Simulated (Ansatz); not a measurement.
# C₃H₆Si: geometry optimisation

The task: find the minimum of C₃H₆Si nearest to the start.

The runs use Ansatz 0.2.0; RKS r2SCAN0-D4/def2-SVP.

### Step 1. Starting geometry

SMILES `C1=C[SiH2]C1`, 10 atoms, charge 0, spin multiplicity 1.

Atoms are counted from 1 here; the program's logs count them from 0.

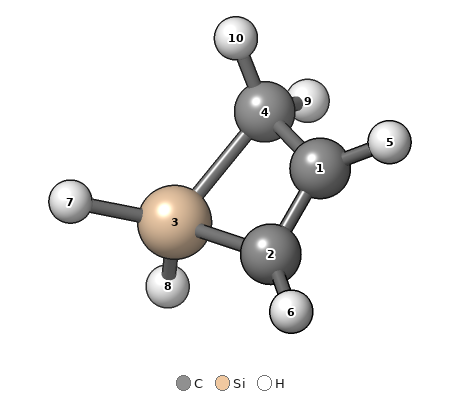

Start geometry, drawn with carbon grey, silicon light orange, hydrogen white; atoms are numbered from 1 in the order of the file.

Geometry (Å):

```tsv
atom	x (Å)	y (Å)	z (Å)
C1	-0.75068	0.80962	-0.27029
C2	-1.12365	-0.48598	-0.46238
Si3	0.53871	-1.07949	0.17150
C4	0.66730	0.83734	0.28996
H5	-1.35840	1.71445	-0.47874
H6	-2.08520	-0.84945	-0.85417
H7	1.46346	-1.77028	-0.79939
H8	0.57150	-1.85094	1.46722
H9	0.75085	1.28187	1.30453
H10	1.40920	1.34156	-0.36523
```

### Step 2. Relaxation

The input, input.yaml:

```yaml
crystal:
  periodic: [false, false, false]
  atoms:
    - { symbol: C, position_ang: [-0.750684, 0.809623, -0.270293] }
    - { symbol: C, position_ang: [-1.123645, -0.485977, -0.462382] }
    - { symbol: Si, position_ang: [0.53871, -1.079494, 0.171496] }
    - { symbol: C, position_ang: [0.667298, 0.837337, 0.28996] }
    - { symbol: H, position_ang: [-1.358401, 1.714446, -0.478738] }
    - { symbol: H, position_ang: [-2.085197, -0.84945, -0.85417] }
    - { symbol: H, position_ang: [1.463462, -1.770278, -0.799394] }
    - { symbol: H, position_ang: [0.571499, -1.850936, 1.467219] }
    - { symbol: H, position_ang: [0.750854, 1.281872, 1.304531] }
    - { symbol: H, position_ang: [1.409203, 1.341557, -0.365229] }
basis:
  gaussian: { orbitals: def2-SVP }
hamiltonian:
  xc: { name: r2SCAN0 }
  dispersion: d4
output:
  forces: true
relax:
  f_tol: 0.003
  max_steps: 120
```

The run is started by

```bash
> ansatz run input.yaml --threads 1 --pin off --max-ram 2560MiB --backend cpu --events-out ev --progress --plain --runs-dir out
```

Standard output:

```text
Warning: RAYON_NUM_THREADS=1 ignored (pool sized by the plan → 1); use --threads N
The last accepted step is kept in <dir> (removed where the run ends without a failure and the disk answers)
Engine: ansatz 0.2.0, aarch64-unknown-linux-gnu
Functional definition: r2SCAN0
  parameter a = 0.25
  parameter k0 = 0.174
  parameter k1 = 0.065
  parameter a1 = 4.9479
  exchange = (1 - a)*r2scan_x(k0 = k0, k1 = k1, a1 = a1) + a*exact_x
  correlation = r2scan_c
999 factors; integrals over basis functions are off by at most 3.6e-4 eV
mean field evaluation 1: about -11072.1324 eV, gradient 4.3e1 eV
mean field evaluation 2: about -11070.3115 eV, gradient 5.0e1 eV
mean field evaluation 4: about -11077.0915 eV, gradient 2.7e0 eV
mean field evaluation 8: about -11077.1250 eV, gradient 1.0e-1 eV
mean field evaluation 16: about -11077.1250 eV, gradient 2.3e-5 eV
mean field -11077.12503806 eV, -407.0768368036 hartree, gradient 2.3e-5 eV, S^2 0.000000; 0 other end points of the search recorded, 0 dependent functions left out
the calculation of the forces begins
reference -11077.12504589 eV, -407.0768370913 hartree; 19, 19 occupied and 71, 71 virtual orbitals, 999 factors
relax step   1: F+E_penalty+E_count = -11077.18001681 eV  Δ(F+E_penalty+E_count) = +0.000e0 eV  max|allowed force component| = 5.249e-1 eV/Å  Δτ_max = 0.0000 Å  (25 SCF iters, accepted)
these checks for a lower state are left out or cut short: starts, cluster_reference, orbital_swaps, neighbouring_geometries, increment
999 factors; integrals over basis functions are off by at most 3.5e-4 eV
mean field -11077.15455321 eV, -407.0779214654 hartree, gradient 7.8e-6 eV, S^2 0.000000; 0 other end points of the search recorded, 0 dependent functions left out
the calculation of the forces begins
reference -11077.15456100 eV, -407.0779217517 hartree; 19, 19 occupied and 71, 71 virtual orbitals, 999 factors
relax step   2: F+E_penalty+E_count = -11077.20946130 eV  Δ(F+E_penalty+E_count) = -2.944e-2 eV  max|allowed force component| = 1.685e-1 eV/Å  Δτ_max = 0.0193 Å  (29 SCF iters, accepted)
these checks for a lower state are left out or cut short: starts, cluster_reference, orbital_swaps, neighbouring_geometries, increment
999 factors; integrals over basis functions are off by at most 3.5e-4 eV
mean field -11077.15749754 eV, -407.0780296675 hartree, gradient 7.6e-6 eV, S^2 0.000000; 0 other end points of the search recorded, 0 dependent functions left out
the calculation of the forces begins
reference -11077.15750531 eV, -407.0780299533 hartree; 19, 19 occupied and 71, 71 virtual orbitals, 999 factors
relax step   3: F+E_penalty+E_count = -11077.21233537 eV  Δ(F+E_penalty+E_count) = -2.874e-3 eV  max|allowed force component| = 3.807e-2 eV/Å  Δτ_max = 0.0097 Å  (30 SCF iters, accepted)
these checks for a lower state are left out or cut short: starts, cluster_reference, orbital_swaps, neighbouring_geometries, increment
999 factors; integrals over basis functions are off by at most 3.5e-4 eV
mean field evaluation 32: about -11077.1575 eV, gradient 8.3e-2 eV
mean field -11077.15755098 eV, -407.0780316316 hartree, gradient 5.2e-5 eV, S^2 0.000000; 0 other end points of the search recorded, 0 dependent functions left out
the calculation of the forces begins
reference -11077.15755876 eV, -407.0780319173 hartree; 19, 19 occupied and 71, 71 virtual orbitals, 999 factors
relax step   4: F+E_penalty+E_count = -11077.21238232 eV  Δ(F+E_penalty+E_count) = -4.694e-5 eV  max|allowed force component| = 1.418e-2 eV/Å  Δτ_max = 0.0011 Å  (19 SCF iters, accepted)
these checks for a lower state are left out or cut short: starts, cluster_reference, orbital_swaps, neighbouring_geometries, increment
999 factors; integrals over basis functions are off by at most 3.5e-4 eV
mean field -11077.15755896 eV, -407.0780319246 hartree, gradient 3.6e-5 eV, S^2 0.000000; 0 other end points of the search recorded, 0 dependent functions left out
the calculation of the forces begins
reference -11077.15756673 eV, -407.0780322104 hartree; 19, 19 occupied and 71, 71 virtual orbitals, 999 factors
relax step   5: F+E_penalty+E_count = -11077.21238762 eV  Δ(F+E_penalty+E_count) = -5.307e-6 eV  max|allowed force component| = 4.476e-3 eV/Å  Δτ_max = 0.0011 Å  (19 SCF iters, accepted)
these checks for a lower state are left out or cut short: starts, cluster_reference, orbital_swaps, neighbouring_geometries, increment
999 factors; integrals over basis functions are off by at most 3.5e-4 eV
mean field -11077.15756139 eV, -407.0780320141 hartree, gradient 2.1e-5 eV, S^2 0.000000; 0 other end points of the search recorded, 0 dependent functions left out
the calculation of the forces begins
reference -11077.15756917 eV, -407.0780322999 hartree; 19, 19 occupied and 71, 71 virtual orbitals, 999 factors
relax step   6: F+E_penalty+E_count = -11077.21238993 eV  Δ(F+E_penalty+E_count) = -2.309e-6 eV  max|allowed force component| = 2.468e-3 eV/Å  Δτ_max = 0.0008 Å  (19 SCF iters, accepted)
999 factors; integrals over basis functions are off by at most 3.5e-4 eV
mean field -11077.15756139 eV, -407.0780320141 hartree, gradient 2.1e-5 eV, S^2 0.000000; 1 other end points of the search recorded, 0 dependent functions left out
the calculation of the forces begins
reference -11077.15756917 eV, -407.0780322999 hartree; 19, 19 occupied and 71, 71 virtual orbitals, 999 factors
Total energy: -11077.21239771 eV, -407.0800472115 hartree
Atom 0 at    -0.742883     0.796305    -0.267334 Å, force    -0.000794    -0.000171    -0.002105 eV/Å
Atom 1 at    -1.114304    -0.484298    -0.458998 Å, force     0.000510     0.001954     0.000937 eV/Å
Atom 2 at     0.533968    -1.067883     0.169946 Å, force     0.001895    -0.002468    -0.000278 eV/Å
Atom 3 at     0.666411     0.826733     0.289064 Å, force    -0.000634     0.001280     0.001283 eV/Å
Atom 4 at    -1.344118     1.690681    -0.472890 Å, force    -0.000071    -0.000537     0.000395 eV/Å
Atom 5 at    -2.068851    -0.832715    -0.847563 Å, force     0.000021     0.000056     0.000168 eV/Å
Atom 6 at     1.448882    -1.750379    -0.788067 Å, force    -0.000491     0.000161     0.000489 eV/Å
Atom 7 at     0.567058    -1.829751     1.450235 Å, force    -0.000291     0.000566    -0.000697 eV/Å
Atom 8 at     0.742751     1.270720     1.290687 Å, force     0.000208    -0.000227    -0.000155 eV/Å
Atom 9 at     1.394184     1.329287    -0.362080 Å, force    -0.000353    -0.000614    -0.000038 eV/Å
Dipole moment:    -0.015712     0.114837    -0.002108 e Å
```

Wall time 29 s (1 thread of Arm Neoverse V2, shared host); peak memory 0.19 GiB.

Energy and force along the way:

```tsv
step	energy from step 1 (eV)	largest force component (eV/Å)
1	0.0000	0.5249
2	-0.0294	0.1685
3	-0.0323	0.0381
4	-0.0324	0.0142
5	-0.0324	0.0045
6	-0.0324	0.0025
```

Bond lengths before and after, largest changes first:

```tsv
bond	before (Å)	after (Å)	change (Å)
Si3–C4	1.925	1.903	-0.022
Si3–H8	1.508	1.490	-0.018
Si3–H7	1.508	1.490	-0.018
C2–Si3	1.875	1.858	-0.017
C1–C2	1.362	1.347	-0.015
C1–H5	1.110	1.097	-0.013
C4–H9	1.111	1.098	-0.013
C4–H10	1.111	1.098	-0.013
```

### Step 3. Results

| quantity | value |
| --- | --- |
| energy gained | 0.0324 eV |
| root mean square move | 0.021 Å |
| dipole moment | 0.56 D |

**Reading.** Bond lengths: C1–C2 1.347 Å, C1–C4 1.515 Å, C1–H5 1.097 Å, C2–Si3 1.858 Å, C2–H6 1.088 Å, Si3–C4 1.903 Å, Si3–H7 1.490 Å, Si3–H8 1.490 Å, C4–H9 1.098 Å, C4–H10 1.098 Å. Angles: C2–C1–C4 109.1°, C2–C1–H5 126.7°, C4–C1–H5 124.2°, C1–C2–Si3 90.3°, C1–C2–H6 126.7°, Si3–C2–H6 143.0°, C2–Si3–C4 76.7°, C2–Si3–H7 118.1°, C2–Si3–H8 118.1°, C4–Si3–H7 117.0°, C4–Si3–H8 117.0°, H7–Si3–H8 107.7°, C1–C4–Si3 83.8°, C1–C4–H9 114.1°, C1–C4–H10 114.1°, Si3–C4–H9 117.7°, Si3–C4–H10 117.7°, H9–C4–H10 108.0°. No frequencies were computed here.
